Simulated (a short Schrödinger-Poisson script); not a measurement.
Structure: MOS inversion layer, HfO2 on p-type In0.53Ga0.47As, at 300 K.

| layer | material | thickness (nm) | Na (cm⁻³) |
|---|---|---|---|
| 1 | HfO2 | 2.7 | - |
| 2 | In0.53Ga0.47As | 1200 | 1.2e17 |

Constants are typed, rounded textbook-type inputs, not results; the design itself was drawn at random and stands for no fabricated device. HfO2: permittivity 22, conduction-band edge (eV) 2.01, gap (eV) 5.7, electron mass (mₑ) 0.2. In0.53Ga0.47As: permittivity 13.9, conduction-band edge (eV) 0, gap (eV) 0.74, Nv at 300 K (cm⁻³) 7.7e18.

Channel valleys (confinement mass, in-plane density-of-states mass, number): Γ 0.041, 0.041, 1. At the gate the conduction-band edge of layer 1 lies 2.24 eV − eVg above the Fermi level of the channel; the field vanishes at the back. Gaps are held at their typed values at every temperature. Mesh 0.03 nm at interfaces.

Solved with a short Schrödinger-Poisson script written for these runs: 1D Poisson equation in equilibrium, electrons quantum, Hartree (BenDaniel-Duke, 12 states a valley, the channel's in-plane mass for all, wave functions ending at the dielectric), parabolic valleys, classical holes, full ionisation, no traps, pinning or gate leakage.

Only gate voltages with over 1e8 electrons/cm² are shown.

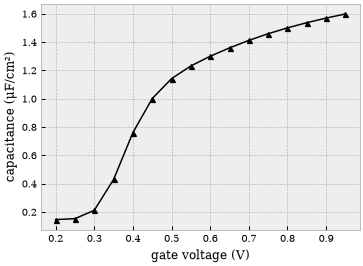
Figure: Quasi-static capacitance against gate voltage

| Vg (V) | electrons (cm⁻²) | C (μF/cm²) | Γ E0 (meV) | Γ E1 (meV) |
|---|---|---|---|---|
| 0.2 | 5.15e8 | 0.146 | 175.6 | 262.2 |
| 0.25 | 2.92e9 | 0.152 | 130.5 | 220.2 |
| 0.3 | 1.61e10 | 0.211 | 86.0 | 178.6 |
| 0.35 | 7.44e10 | 0.429 | 44.7 | 140.3 |
| 0.4 | 2.33e11 | 0.760 | 10.5 | 109.6 |
| 0.45 | 4.91e11 | 1.00 | -16.9 | 86.2 |
| 0.5 | 8.13e11 | 1.14 | -40.6 | 67.0 |
| 0.55 | 1.17e12 | 1.23 | -62.5 | 49.8 |
| 0.6 | 1.56e12 | 1.30 | -83.4 | 34.1 |
| 0.65 | 1.96e12 | 1.36 | -103.7 | 19.6 |
| 0.7 | 2.39e12 | 1.41 | -123.4 | 6.2 |
| 0.75 | 2.83e12 | 1.46 | -142.6 | -6.3 |
| 0.8 | 3.28e12 | 1.50 | -161.6 | -18.0 |
| 0.85 | 3.75e12 | 1.54 | -180.3 | -29.2 |
| 0.9 | 4.23e12 | 1.57 | -198.9 | -40.1 |
| 0.95 | 4.72e12 | 1.60 | -217.5 | -50.6 |

Subbands count from the Fermi level.

Above a few 1e12 electrons/cm² a light Γ valley is non-parabolic and upper valleys begin to fill, which the model leaves out.
